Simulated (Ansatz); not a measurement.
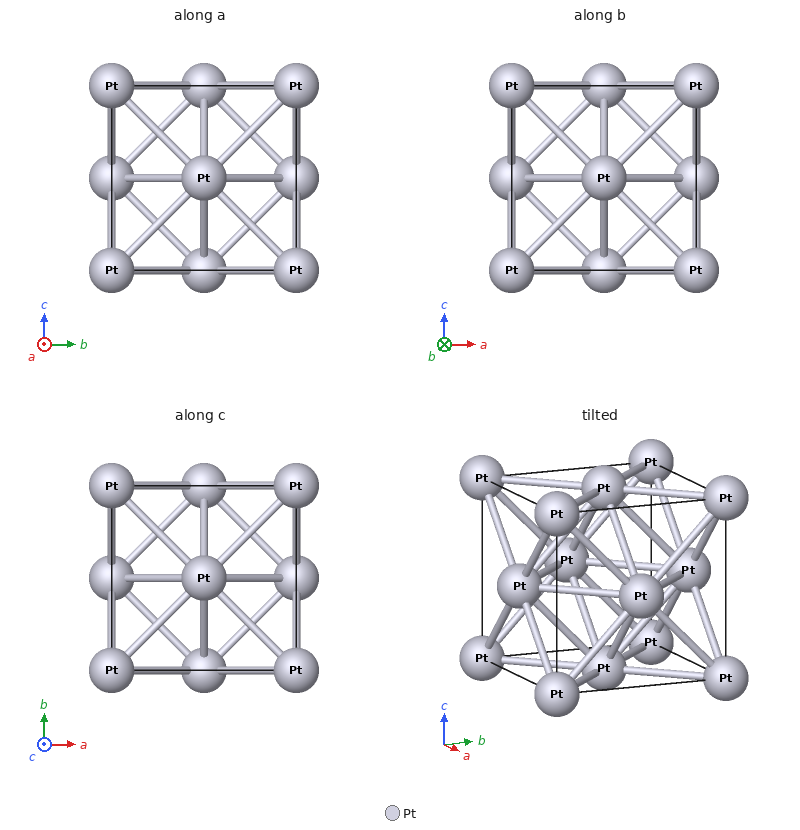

An orthographic ball-and-stick view of the structure, along the a axis, along the b axis, along the c axis and slightly off an axis. The edges of the conventional unit cell are marked.

Lattice parameters: a = 3.970 Å, b = 3.970 Å, c = 3.970 Å, α = 90.00°, β = 90.00°, γ = 90.00°.

From the views, write a table of Wyckoff sites.

Answer. Space group Fm-3m (No. 225).
```tsv
atom	site	x	y	z
Pt	4a	0.0000	0.0000	0.0000
```

Its origin is a structure type filled with this element by a generator (whether the element takes this form wasn't checked). The geometry is the end of a relaxation with DFT, PBE, PAW with Ansatz's earlier generated frozen-core files (soft_1), scalar-relativistic (Ansatz 0.2.0).
